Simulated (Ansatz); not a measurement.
## NbSi2: pressure series

Consider NbSi$_{2}$ (space group P6_422, No. 181; a = 4.7935 Å, c = 6.5859 Å).

Cell and atoms are relaxed at each pressure.

All numbers come from r2SCAN, PAW, 500 eV (Ansatz, a program for electronic structure; spin-orbit coupling left out), earlier PAW set.

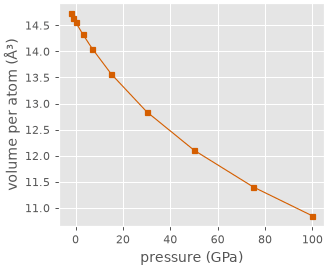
Figure. Volume per atom against pressure

```
pressure (GPa)  volume per atom
--------------  ---------------
-2                     14.73 Å³
-1                     14.64 Å³
3                      14.33 Å³
7                      14.05 Å³
15                     13.57 Å³
30                     12.84 Å³
50                     12.11 Å³
75                     11.40 Å³
100                    10.85 Å³
```

Load acts through the strain it causes; cell and atoms are relaxed under it. Whether these cells are dynamically stable was not tested. No other phases were tried under pressure. All final runs are without spin polarisation. An odd electron count without spin: NbSi2.
